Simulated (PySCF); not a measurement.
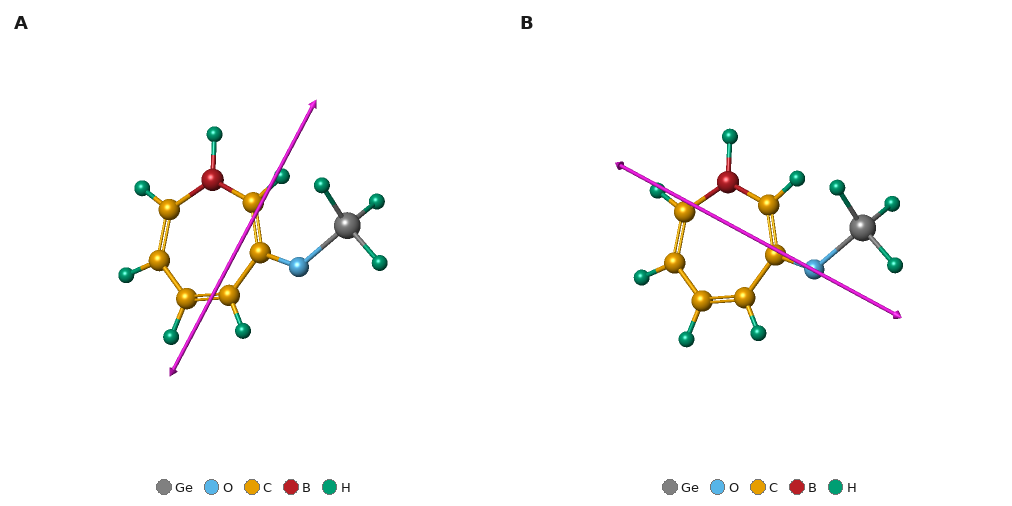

The double arrows show the directions of two transition dipoles from the ground state (lengths mean nothing). Computed geometry: PBE0-D3(BJ)/def2-SVP optimisation. No frequency run is at hand to confirm it as a minimum. Properties computed with TDDFT B3LYP/def2-SVPD, vertical, gas phase, core orbitals frozen in the response (PySCF 2.14.0).

> One belongs to singlet state 5 and one to singlet state 6. Which is which?

A: state 5, 5.40 eV (229 nm), oscillator strength 0.26, of mixed character, with the largest part HOMO−1 → LUMO+1 (weight 0.40).
B: state 6, 5.59 eV (222 nm), oscillator strength 0.67, of mixed character, with the largest part HOMO−1 → LUMO+1 (weight 0.39).
